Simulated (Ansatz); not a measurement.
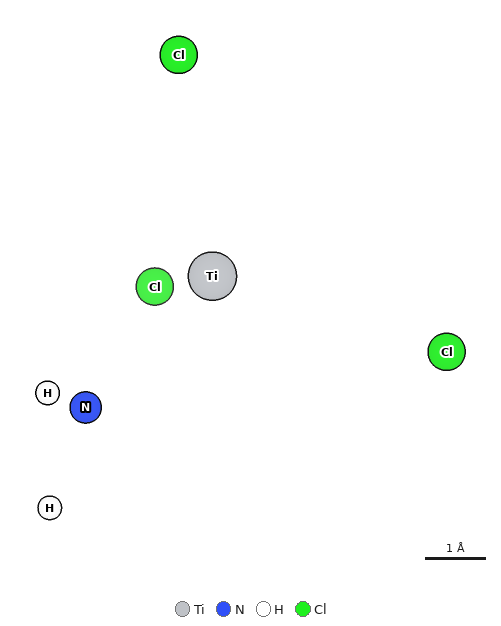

*The input geometry (ball-and-stick view, seen at an oblique angle).*

# Run report: TiNH$_{2}$Cl$_{3}$, single-point calculation

The run: single-point calculation of TiNH$_{2}$Cl$_{3}$ (Ti(NH2)Cl3). Method and program: RKS BLYP-d3bjatm/STO-3G (Ansatz 0.2.0).

Some settings of this run were made unusual or wrong on purpose. The geometry comes from this level: r2SCAN-D4/def2-SVP.

### The input
```yaml
crystal:
  periodic: [false, false, false]
  atoms:
    - {symbol: Ti, position_ang: [0.016069, 0.021374, -1.265445]}
    - {symbol: N, position_ang: [0.031261, 0.047966, 2.201651]}
    - {symbol: H, position_ang: [1.458249, -0.654910, 3.291224]}
    - {symbol: H, position_ang: [-1.439795, 0.664437, 3.286475]}
    - {symbol: Cl, position_ang: [3.968083, -0.058713, -2.457310]}
    - {symbol: Cl, position_ang: [-2.077538, 3.369616, -2.484982]}
    - {symbol: Cl, position_ang: [-1.956329, -3.389769, -2.571632]}
basis:
  gaussian: {orbitals: STO-3G, fitting: {mean_field: def2-universal-jkfit}}
hamiltonian: {xc: {name: BLYP}, dispersion: d3bjatm}
scf: {omitted_lower_state_checks: [starts]}
output: {forces: true}
```

Launch command:
```bash
ansatz run in.yaml --threads 4 --pin off --events-out ev --progress --plain --max-ram 3916MiB
```

### Log
```
Functional definition: BLYP
  name "BLYP"
  cite "Becke, Phys. Rev. A 38, 3098 (1988) doi:10.1103/PhysRevA.38.3098"
  cite "Lee, Yang & Parr, Phys. Rev. B 37, 785 (1988) doi:10.1103/PhysRevB.37.785"
  parameter beta = 0.0042
  parameter a = 0.04918
  parameter b = 0.132
  parameter c = 0.2533
  parameter d = 0.349
  exchange = b88_x(beta = beta)
  correlation = lyp_c(a = a, b = b, c = c, d = d)
these checks for a lower state are left out or cut short: starts
761 factors; integrals over basis functions are off by at most 1.1e-2 eV
mean field evaluation 1: about -61468.9292 eV, gradient 3.6e1 eV
mean field evaluation 2: about -60431.7988 eV, gradient 7.9e1 eV
mean field evaluation 4: about -61490.6780 eV, gradient 2.1e1 eV
mean field evaluation 8: about -61490.6801 eV, gradient 2.1e1 eV
mean field evaluation 16: about -61511.5179 eV, gradient 7.1e0 eV
mean field evaluation 32: about -61511.7619 eV, gradient 1.8e-2 eV
mean field -61511.76226210 eV, -2260.5155689621 hartree, gradient 4.4e-9 eV, S^2 0.000000; 0 other end points of the search recorded, 0 dependent functions left out
the calculation of the forces begins
reference -61511.76269797 eV, -2260.5155849801 hartree; 41, 41 occupied and 11, 11 virtual orbitals, 761 factors
Total energy: -61512.10342511 eV, -2260.5281064717 hartree
Atom 0 at     0.016069     0.021374    -1.265445 Å, force    -0.007494    -0.001502     0.073898 eV/Å
Atom 1 at     0.031261     0.047966     2.201651 Å, force    -0.069766    -0.140397     3.569000 eV/Å
Atom 2 at     1.458249    -0.654910     3.291224 Å, force    -3.415692     1.644735    -2.206288 eV/Å
Atom 3 at    -1.439795     0.664437     3.286475 Å, force     3.488375    -1.499923    -2.193365 eV/Å
Atom 4 at     3.968083    -0.058713    -2.457310 Å, force    -0.761957     0.013516     0.248489 eV/Å
Atom 5 at    -2.077538     3.369616    -2.484982 Å, force     0.402376    -0.644127     0.252523 eV/Å
Atom 6 at    -1.956329    -3.389769    -2.571632 Å, force     0.364158     0.627699     0.255742 eV/Å
Dipole moment:     0.022985     0.025299     1.235469 e Å
Checks for a lower state left out: starts
```

### Outcome

| quantity | value |
| --- | --- |
| outcome | converged |
| total energy | −61512.1034 eV |
| mean-field energy | −61511.7627 eV |
| dispersion energy | −0.3407 eV |
| SCF solution under orbital rotations | stable |
| largest force (length of the vector) | 4.386 eV/Å |
| dipole moment | 5.94 D |
| hardware | 4 threads of Arm Neoverse V2, 23 GiB of memory available, shared host |
| wall time | 3.9 s (CPU time 14 s) |
| peak memory | 0.14 GiB |

### What went wrong

A setting was made wrong on purpose: the coordinates are scaled as if typed in the wrong unit. The run converged all the same; its numbers are those of the faulty input and shouldn't be used.
